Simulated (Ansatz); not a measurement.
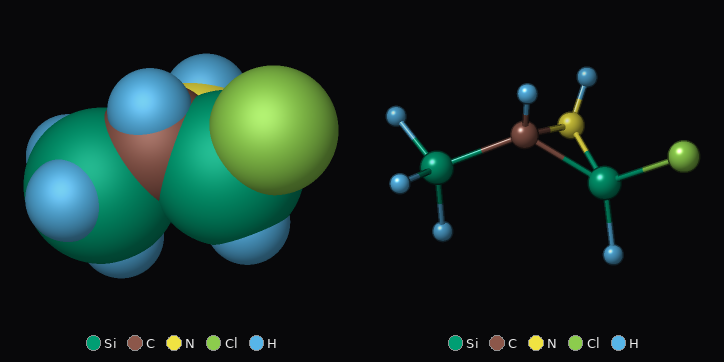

Both panels show the same species.

**What is the molecular formula?**

CH₆ClNSi₂, 11 atoms: 1 carbon, 6 hydrogen, 1 chlorine, 1 nitrogen and 2 silicon.

**Name functional groups in it.**

Among them: Si–H bond, Si–N bond.

The parts below concern this one geometry. Atoms keep their numbers from picture to picture. The computed structure is the end point of a PBE0-D4/def2-TZVP optimisation.

Symmetry

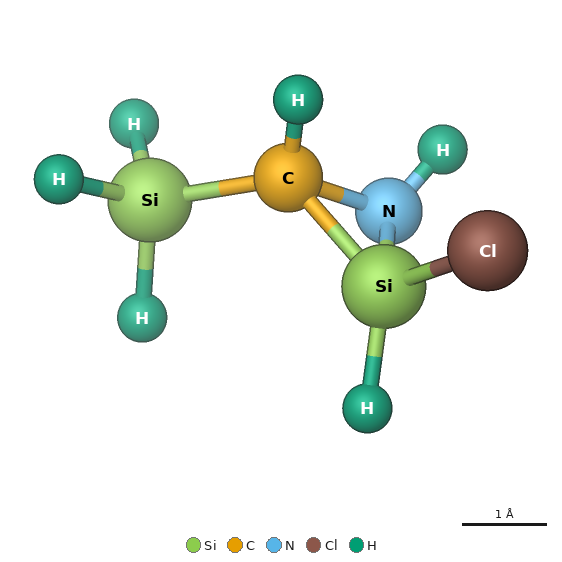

Distant atoms are faded towards the background colour. Masses are those of the most abundant isotopes; constants are for the rigid equilibrium geometry.

**What kind of rotor is it, and what are its rotational constants in GHz?**

An asymmetric top (C1): A = 7.61, B = 1.08, C = 1.04 GHz. Ray's parameter κ is −0.99, close to the prolate limit.

Electronic properties

Properties computed with RKS HSE06 (plane-wave form)-D4/def2-TZVPP (Ansatz 0.2.0).

Computed properties:

- HOMO energy (Kohn–Sham orbital): −6.59 eV
- LUMO energy (Kohn–Sham orbital): −0.55 eV
- HOMO–LUMO gap: 6.04 eV
- dispersion correction: −23.0 kJ/mol

Thermal motion

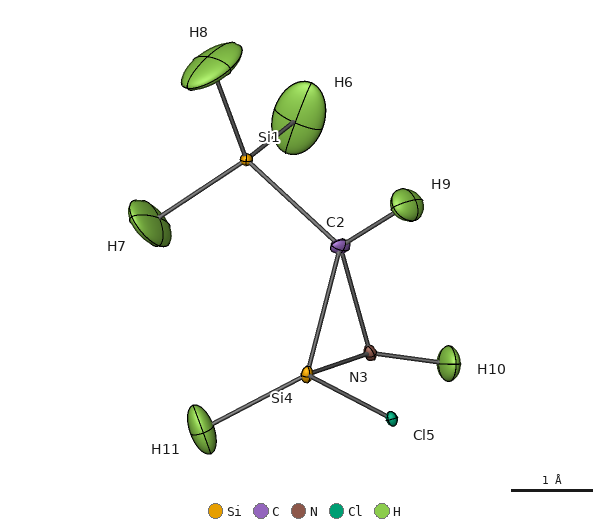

Displacement ellipsoids at the 50 % level, from the internal vibrations of the free molecule (harmonic, no overall translation or rotation; no half-axis is drawn under 0.075 Å). Vibrations computed with RKS PBE0-D4/def2-TZVP (Ansatz 0.2.0). Temperature: 200 K.

**Which atom moves most?**

H6, with U_eq = 0.0561 Å².

**Does H7 move more along its bond or across it?**

Across it: the root-mean-square amplitude is 0.093 Å along the bond and up to 0.321 Å across, since bending and torsion are softer than stretching.

List U_eq and the three principal root-mean-square amplitudes for each kind of atom.

```tsv
atom	U_eq (Å²)	rms amplitudes (Å)
Si1	0.0022	0.031, 0.046, 0.059
C2	0.0052	0.045, 0.070, 0.092
N3	0.0033	0.038, 0.057, 0.072
Si4	0.0028	0.034, 0.047, 0.070
Cl5	0.0020	0.031, 0.039, 0.061
H6	0.0561	0.097, 0.208, 0.340
H7	0.0509	0.091, 0.204, 0.321
H8	0.0494	0.093, 0.214, 0.306
H9	0.0202	0.096, 0.138, 0.180
H10	0.0241	0.082, 0.142, 0.213
H11	0.0250	0.096, 0.149, 0.209
```

Dipole moment

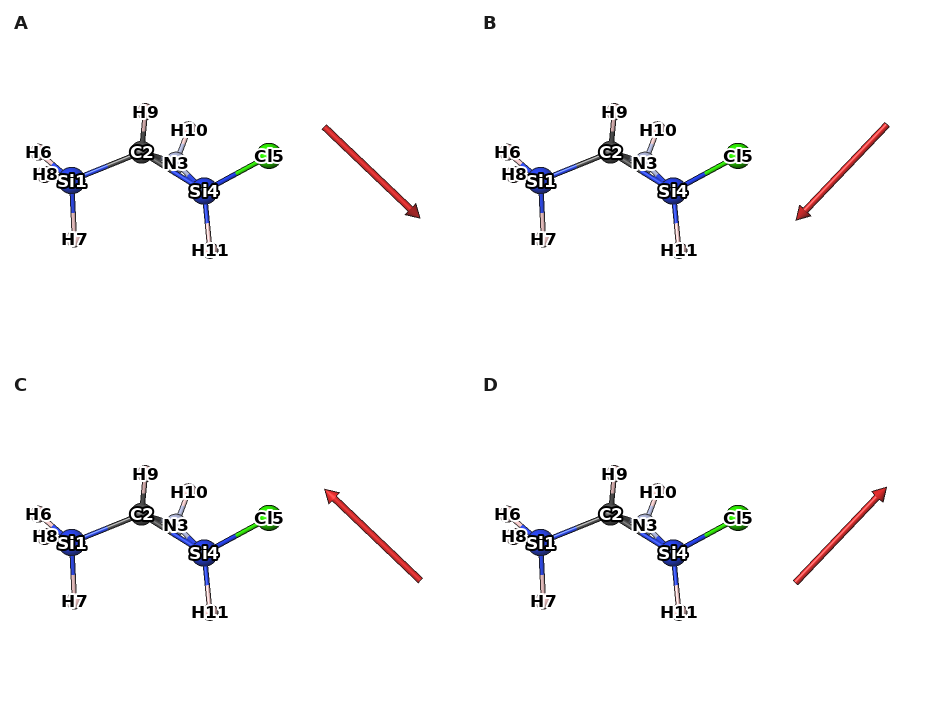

The same molecule four times, each with an arrow. Method: RKS PBE0-D4/def2-TZVP (Ansatz 0.2.0).

**Which arrow points along the dipole moment, from the negative to the positive end?**

D. The dipole moment is 0.80 D; it points from the side of H7 to the side of Cl5 (the outermost atoms at the two ends).
